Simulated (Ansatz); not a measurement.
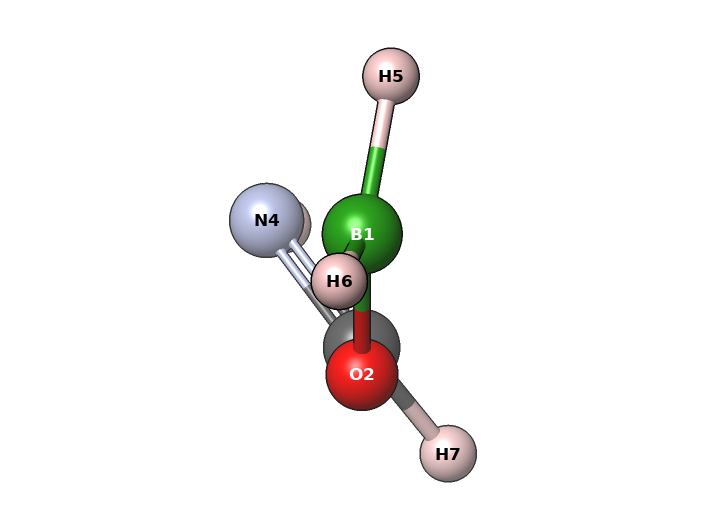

C3 lies behind O2. The molecule seen nearly along the O2–C3 bond, O2 in front. Depth is shown by fading: the farther an atom, the more it takes the colour of the background. Computed geometry: PBE-D4/def2-SVP optimisation. No frequency run is at hand to confirm it as a minimum.

Q: What is the torsion angle B1–O2–C3–N4? The sign is positive where the front bond must turn clockwise to cover the back bond.

A: −40°, synclinal (gauche).
